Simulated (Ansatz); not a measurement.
# C3H7AlO2: the cost of one run

Method: UKS PBE/6-31G, in Ansatz 0.2.0.

### Step 1. Starting point

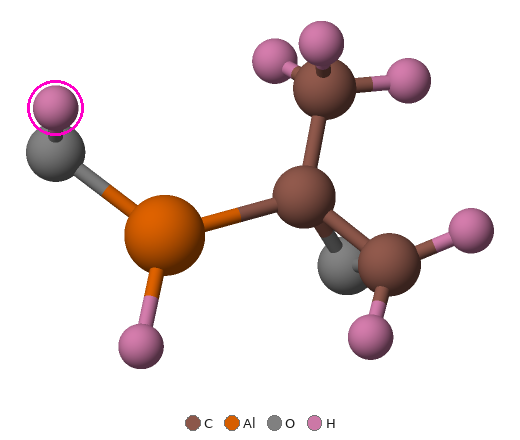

Start, viewed from a chosen angle; carbon brown, aluminium orange, oxygen grey, hydrogen pink. Ringed: H11.

Structure file:

```xyz
13

C    -1.3497   -0.4430   -0.4840
C    -0.0848    0.3173   -0.2149
Al    1.4588   -0.6736    0.5030
O     1.5416   -2.4976    0.5678
C    -0.1272    1.7904   -0.1248
O     0.2861    1.1675   -1.2907
H    -1.1775   -1.2941   -1.1147
H    -1.8140   -0.7023    0.4577
H    -2.1169    0.2699   -0.9917
H     2.7627    0.1278    1.0846
H     1.0576   -2.7231    1.4725
H     0.7448    2.3045    0.4127
H    -1.1610    2.3216   -0.2627
```

### Step 2. End point A

File input.yaml:

```yaml
crystal:
  periodic: [false, false, false]
  atoms:
    - { symbol: C, position_ang: [-1.3497, -0.443, -0.484] }
    - { symbol: C, position_ang: [-0.0848, 0.3173, -0.2149] }
    - { symbol: Al, position_ang: [1.4588, -0.6736, 0.503] }
    - { symbol: O, position_ang: [1.5416, -2.4976, 0.5678] }
    - { symbol: C, position_ang: [-0.1272, 1.7904, -0.1248] }
    - { symbol: O, position_ang: [0.2861, 1.1675, -1.2907] }
    - { symbol: H, position_ang: [-1.1775, -1.2941, -1.1147] }
    - { symbol: H, position_ang: [-1.814, -0.7023, 0.4577] }
    - { symbol: H, position_ang: [-2.1169, 0.2699, -0.9917] }
    - { symbol: H, position_ang: [2.7627, 0.1278, 1.0846] }
    - { symbol: H, position_ang: [1.0576, -2.7231, 1.4725] }
    - { symbol: H, position_ang: [0.7448, 2.3045, 0.4127] }
    - { symbol: H, position_ang: [-1.161, 2.3216, -0.2627] }
magnetization:
  spin_polarized: true
basis:
  gaussian: { orbitals: "6-31G" }
hamiltonian:
  xc: pbe
relax:
  f_tol: 0.02
  max_steps: 50
output:
  orbitals: {}
```

Command:

```console
ansatz run input.yaml --threads 2 --pin off --max-ram 3072MiB --backend cpu --events-out ev --progress --plain --runs-dir out
```

**Question.** How long does this run take on 2 threads of AMD EPYC 7B13 (Zen 3), shared host, and how much memory does it need?

About 51 s, with a peak of 0.21 GiB.
